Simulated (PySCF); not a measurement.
SMILES C[SiH2]c1ccc(cc1)[Si](Cl)(Cl)Cl at its GFN2-xTB optimised geometry (Å):

```
21

Si    -1.6609    -3.3373    -5.4991
Cl    -3.6843    -3.3633    -5.5491
Cl    -0.9755    -2.3683    -7.1389
Cl    -0.9880    -5.2491    -5.5491
C     -1.0588    -2.4731    -3.9321
C      0.1592    -1.7933    -3.9068
C      0.6089    -1.1872    -2.7504
C     -0.1308    -1.2317    -1.5728
C     -1.3451    -1.9103    -1.6013
C     -1.8030    -2.5194    -2.7529
Si     0.4747    -0.3695     0.0000
C     -0.1882     1.4105     0.0000
H      0.7570    -1.7384    -4.8051
H      1.5573    -0.6688    -2.7605
H     -1.9427    -1.9641    -0.7023
H     -2.7514    -3.0368    -2.7419
H     -0.0337    -1.1054     1.1640
H      1.9427    -0.3695     0.0000
H      0.1321     1.9467     0.8882
H      0.1657     1.9641    -0.8656
H     -1.2745     1.4277    -0.0225
```

Computed with PySCF with PBE0/def2-SVP. Cells within 0.4 Å of a nucleus heavier than hydrogen are left out (blank, or x).

Map of the HOMO amplitude (bohr^(-3/2)) on the plane z = 0.0 Å; orbital energy -7.68 eV, overall sign arbitrary:

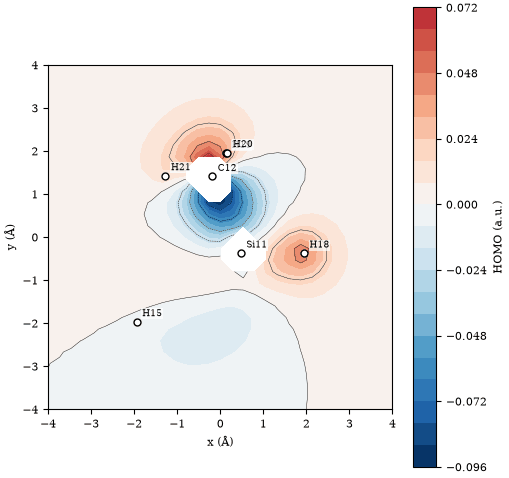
Figure: HOMO amplitude (bohr^(-3/2)) on the plane z = 0.0 Å.
